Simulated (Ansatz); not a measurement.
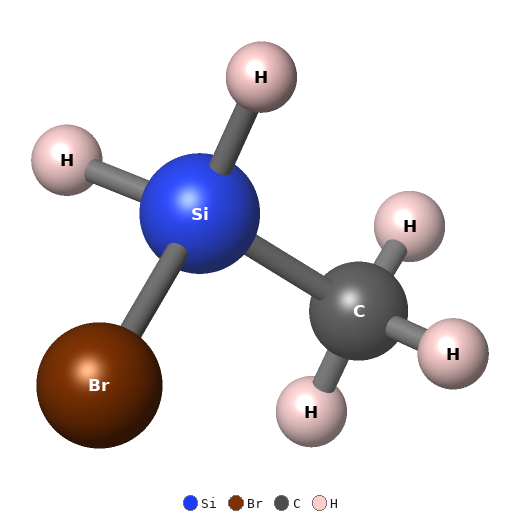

Give the formula.

CH₅BrSi, 8 atoms: 1 carbon, 5 hydrogen, 1 bromine and 1 silicon.

Count the bonded pairs by element.

3 C–H, 2 Si–H, 1 Br–Si, 1 C–Si. Sticks follow a distance rule.

More results for the same structure follow; atom numbers are the same in all pictures, views and colours differ. Computed geometry: PBE0-D4/def2-TZVP optimisation.

**Geometry**

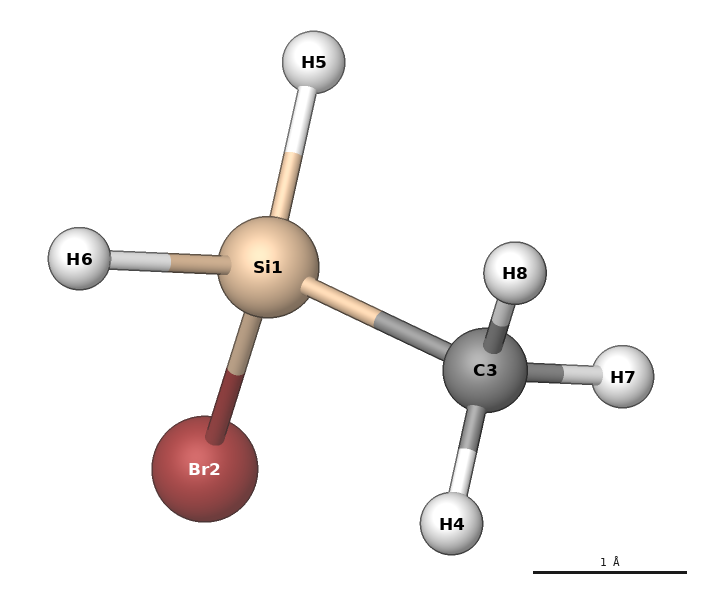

Estimate the angles Br2–Si1–C3, Br2–Si1–H5, C3–Si1–H5, H5–Si1–H6, Si1–C3–H4, Si1–C3–H8, H4–C3–H7, H4–C3–H8.

```
     angle  degrees
Br2–Si1–C3    109.7
Br2–Si1–H5    107.0
 C3–Si1–H5    111.7
 H5–Si1–H6    109.5
 Si1–C3–H4    110.7
 Si1–C3–H8    109.9
  H4–C3–H7    108.5
  H4–C3–H8    108.5
```

**Electronic properties**

Method: RKS r2SCAN0-D4/def2-TZVPP (Ansatz 0.2.0).

What is the dispersion correction?

−4.1 kJ/mol.

**Vibrations**

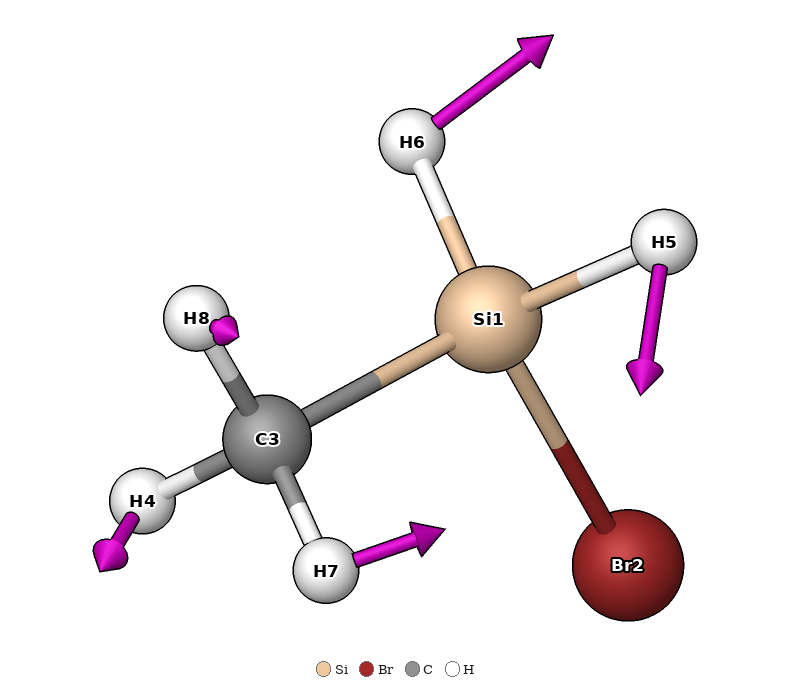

The arrows show one normal mode. Harmonic vibrations computed with RKS PBE0-D4/def2-TZVP (Ansatz 0.2.0) at a stationary point of the same level.

Describe the motion.

Mostly angle bending.

Estimate its harmonic wavenumber.

485 cm⁻¹; it is mode 4 of 18 counted from the lowest.

**Thermal motion**

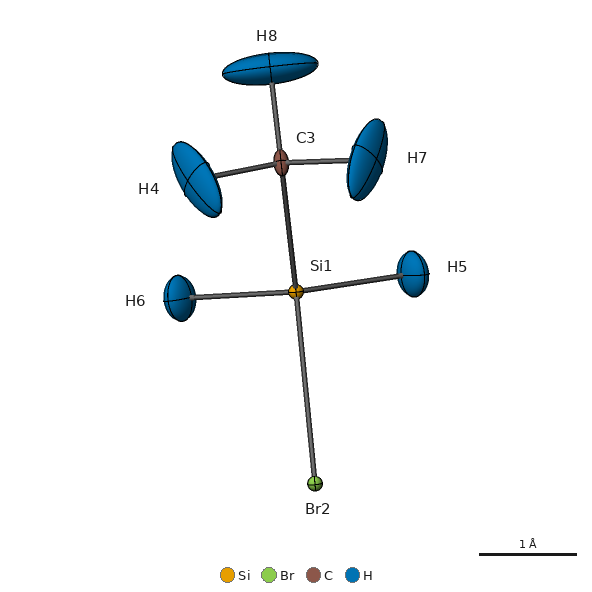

Displacement ellipsoids at the 50 % level, from the internal vibrations of the free molecule (harmonic, no overall translation or rotation; no half-axis is drawn under 0.075 Å). Vibrations computed with RKS PBE0-D4/def2-TZVP (Ansatz 0.2.0). Temperature: 298 K.

List U_eq and the three principal root-mean-square amplitudes for each kind of atom.

```json
{"atom": "Si1", "U_eq (Å²)": "0.0012", "rms amplitudes (Å)": "0.022, 0.033, 0.046"}
{"atom": "Br2", "U_eq (Å²)": "0.00022", "rms amplitudes (Å)": "0.005, 0.009, 0.023"}
{"atom": "C3", "U_eq (Å²)": "0.0034", "rms amplitudes (Å)": "0.021, 0.034, 0.092"}
{"atom": "H4, H7", "U_eq (Å²)": "0.0446", "rms amplitudes (Å)": "0.077, 0.161, 0.319"}
{"atom": "H5, H6", "U_eq (Å²)": "0.0190", "rms amplitudes (Å)": "0.090, 0.154, 0.159"}
{"atom": "H8", "U_eq (Å²)": "0.0478", "rms amplitudes (Å)": "0.103, 0.175, 0.320"}
```
